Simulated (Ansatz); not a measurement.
A series of calculations on AlCl2

**1. Relaxation**

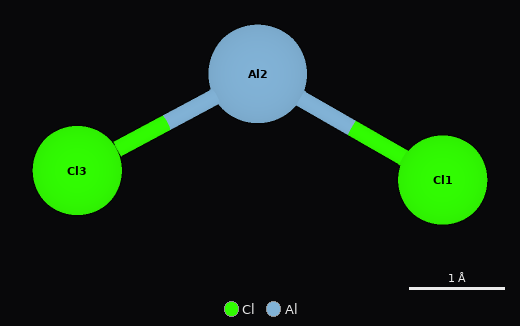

This is the input geometry for a relaxation of AlCl₂ (multiplicity 2) (coarse preliminary run). Style: ball-and-stick. Shown from a free direction.

These are results of Ansatz, UKS PBE-D4/def2-SVP, not measurements.

Input file:
```yaml
crystal:
  periodic: [false, false, false]
  atoms:
    - {symbol: Cl, position_ang: [1.470600, 0.932300, 0.897500]}
    - {symbol: Al, position_ang: [-0.463500, 0.541800, -0.191900]}
    - {symbol: Cl, position_ang: [-1.018000, -1.538900, -0.718800]}
basis:
  gaussian: {orbitals: def2-SVP}
magnetization: {spin_polarized: true, initial_magnetization: 1}
hamiltonian: {xc: pbe, dispersion: d4}
relax: {f_tol: 0.03, max_steps: 250}
```

Q: Where does the relaxation end?

A: Cl1 moves most after the best rigid fit: 0.100 Å. Largest moves by element: Cl 0.100 Å, Al 0.041 Å. Near-neighbour distances that change, for instance: Cl1–Al2 2.254 → 2.128 Å, Al2–Cl3 2.217 → 2.128 Å. The optimiser took 3 steps.

The structure at the end:

```xyz
3

Cl    1.3944    0.8876    0.8514
Al   -0.4321    0.5208   -0.1772
Cl   -0.9732   -1.4732   -0.6874
```

After the run, drawn alike:

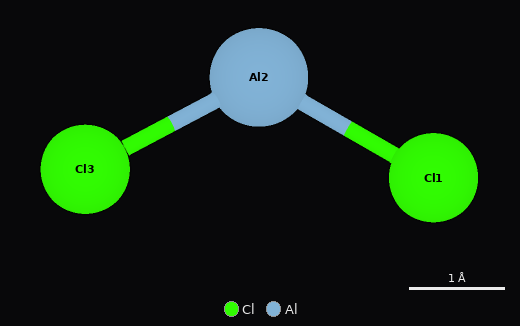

**2. Relaxation**

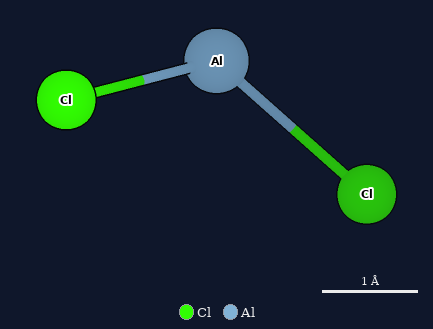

This is the input geometry for a relaxation of AlCl2 (multiplicity 2). The picture is a ball-and-stick view, seen at a tilt.

Method: Ansatz 0.2.0, UKS PBE0-D4/def2-TZVP.

Input file:
```yaml
crystal:
  periodic: [false, false, false]
  atoms:
    - {symbol: Cl, position_ang: [1.394359, 0.887721, 0.851376]}
    - {symbol: Al, position_ang: [-0.432130, 0.520798, -0.177210]}
    - {symbol: Cl, position_ang: [-0.973129, -1.473319, -0.687366]}
basis:
  gaussian: {orbitals: def2-TZVP}
magnetization: {spin_polarized: true, initial_magnetization: 1}
hamiltonian: {xc: pbe0, dispersion: d4}
relax: {f_tol: 0.005, max_steps: 200}
```

> Where does the relaxation end?

The energy falls by 0.011 eV in 2 geometry steps. The largest force component goes from 0.36 to 0.0036 eV/Å. The largest moves after the best rigid fit, 0.030 Å, are those of Cl1 and Cl3. Al stays in place. Near-neighbour distances that change, for instance: Al2–Cl3 2.128 → 2.102 Å. The run took of the order of 7 core-seconds on a shared host.

History of the run:

| step | E − E(0), eV | largest force component, eV/Å |
| --- | --- | --- |
| 0 | 0.0000 | 0.3626 |
| 1 | -0.0104 | 0.0917 |
| 2 | -0.0111 | 0.0036 |

Final geometry:

```xyz
3

Cl    1.3748    0.8683    0.8387
Al   -0.4321    0.5207   -0.1772
Cl   -0.9536   -1.4538   -0.6747
```

**3. A change**

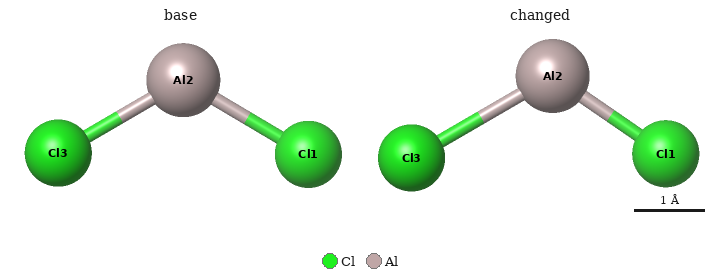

Left: AlCl2 (multiplicity 2). Right: the same structure after one change, at the same scale. The picture is a ball-and-stick view, seen face on.

Level of theory: Ansatz, UKS PBE-D4/def2-TZVPP. 

**What distinguishes the right structure from the left one?**

All atoms are moved at random (σ = 0.12 Å) from the PBE0-D4/def2-TZVP minimum.

**And its effect?**

It costs 0.445 eV. The largest force is 3.7 eV/Å, on Al2. The forces mostly point back along the displacements (cosine −0.85). At other levels of theory the same distortion costs 0.479 eV (UKS r2SCAN-D4/def2-TZVPP), 0.482 eV (UKS PBE0-D4/def2-TZVPP), 0.471 eV (UKS wB97M-V/def2-TZVPP), 0.497 eV (UHF-CCSD(T), frozen core/def2-TZVPP). Among the bonded contacts that change: Al2–Cl3 2.102 → 2.369 Å, Cl1–Al2 2.102 → 1.984 Å. Bond angles that change, for instance: Cl1–Al2–Cl3 118.9° → 115.1°.

**4. Distortion**

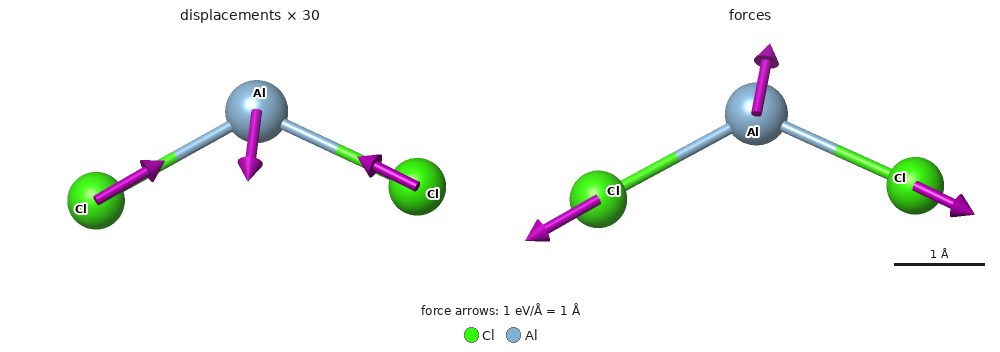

Left: AlCl2 (multiplicity 2), with purple arrows for the displacements applied to it. Right: the displaced structure with the computed forces. A ball-and-stick model, seen at a tilt.

These are results of Ansatz 0.2.0, UHF-CCSD(T), frozen core/def2-TZVPP, not measurements. 

Question: How do the forces relate to the distortion?

Answer: All atoms are moved at random (σ = 0.04 Å) from the PBE0-D4/def2-TZVP minimum. Energy change: +0.96 kcal/mol. The largest force is 0.97 eV/Å, on a Cl atom. The forces point straight back along the displacements (cosine −1.00). At other levels of theory the same distortion costs 1.29 kcal/mol (UKS PBE-D4/def2-TZVPP), 0.85 kcal/mol (UKS r2SCAN-D4/def2-TZVPP), 0.78 kcal/mol (UKS PBE0-D4/def2-TZVPP), 0.98 kcal/mol (UKS wB97M-V/def2-TZVPP). Near-neighbour distances before and after: Al–Cl 2.102 → 2.053 to 2.063 Å.
